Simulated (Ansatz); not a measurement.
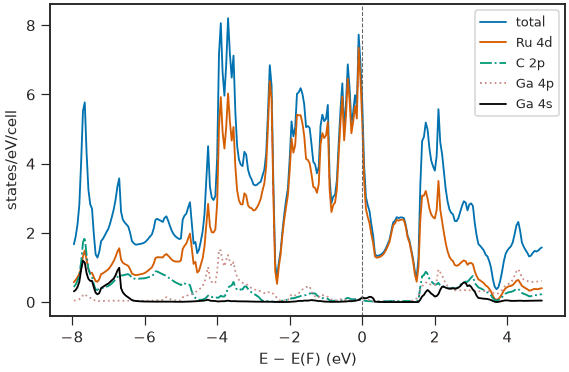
Fig. 1. Total and projected density of states of GaRu$_{3}$C (anti-perovskite, space group No. 221), PBEsol in the plane-wave PAW code Ansatz

**Question.** Which orbitals carry the states next to the Fermi level?

**Answer.** Within 0.5 eV of the Fermi level: Ru 4d 93 %. Projections are on Löwdin-orthogonalised atomic valence shells; empty p or d shells of many metals are not among them.

**Question.** Where is the tallest occupied peak in this window, and what makes it?

**Answer.** Near -3.7 eV, about 8.2 states/eV per cell; the largest projected share is Ru 4d.

Space group Pm-3m (anti-perovskite). The start of the workflow was typed in or built on a structure type; neither database checked (COD, Materials Project) lists it. Whether it is the stable phase at ambient conditions was not checked. The PBEsol relaxation kept the symmetry of its start; phonons show weakly imaginary modes. The run is not spin-polarised. Spin–orbit coupling is left out wherever it is not named.

Potentials: the earlier of the program's two PAW sets. The files were generated under PBE; for other functionals the program regenerates the frozen cores, and for LDA and PBEsol the local potential too.
